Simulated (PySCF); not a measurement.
# C5H12OSi2 (SMILES C=C(C)[C@H]1C[SiH2]O[SiH2]1): what the fields show

```xyz
20

C    -1.2490   -1.0881   -1.1762
C    -1.2064   -0.0120   -0.3778
C    -2.2773    1.0385   -0.4234
C    -0.0976    0.2556    0.6043
C     0.7611   -0.9684    0.9966
Si    2.1949   -1.1485   -0.2356
O     2.3026    0.4353   -0.7854
Si    1.1395    1.4879   -0.1968
H    -0.4891   -1.8716   -1.1461
H    -2.0613   -1.2193   -1.8955
H    -2.7989    1.1006    0.5467
H    -1.8511    2.0376   -0.6161
H    -3.0218    0.8300   -1.2036
H    -0.5362    0.7184    1.5058
H     1.2200   -0.7879    1.9835
H     0.1405   -1.8737    1.1007
H     1.9418   -2.0818   -1.3720
H     3.4688   -1.5533    0.4287
H     0.5496    2.2878   -1.3065
H     1.7452    2.4127    0.8102
```

Geometry: PBE0-D3(BJ)/def2-SVP.

Theory: B3LYP/def2-SVPD, SCF density, gas phase (PySCF).

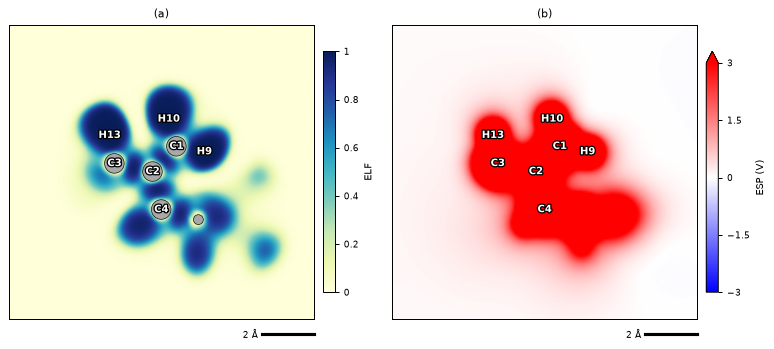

Figure 1. (a) electron localisation function; (b) electrostatic potential on the plane of atoms C2, C3 and H13. Grey discs cover the atomic cores in the ELF map.

> Describe what can be read from this map.

The section cuts through C and H sites.
C–C (1.34 Å): the ELF peaks at about 0.95 between the atoms: a multiple bond.
C–H (1.09 Å): the ELF climbs to about 1 towards the hydrogen, as it does in any bond to H; an ordinary covalent bond to hydrogen.
C–C (1.50 Å): the ELF peaks at about 0.95 between the atoms; a covalent bond.
The potential has no marked negative region in this plane.

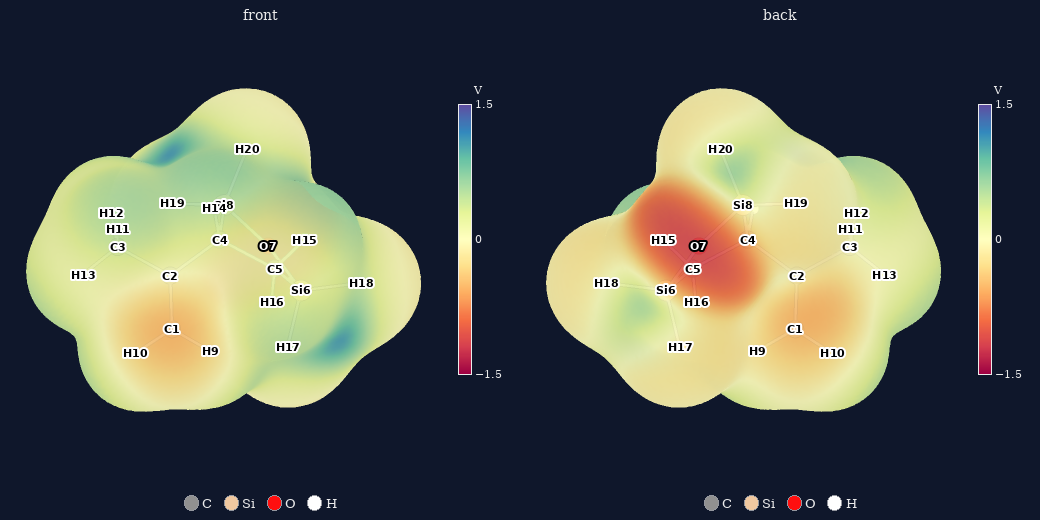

Figure 2. The molecular electrostatic potential painted on the density surface at 0.001 e/bohr³, seen from the front and from behind; the colour scale runs from red (negative) to blue (positive).

> Which sites attract a positive test charge, and which a negative one?

A positive charge is drawn to the negative regions and a negative charge to the positive ones. The most negative region (about −1.1 V) lies over O7, the most positive (about +1.0 V) over Si6 and Si8. O7 is the likeliest acceptor of a hydrogen bond.

> How polar is the molecule by this calculation?

Its dipole moment is 1.88 D.
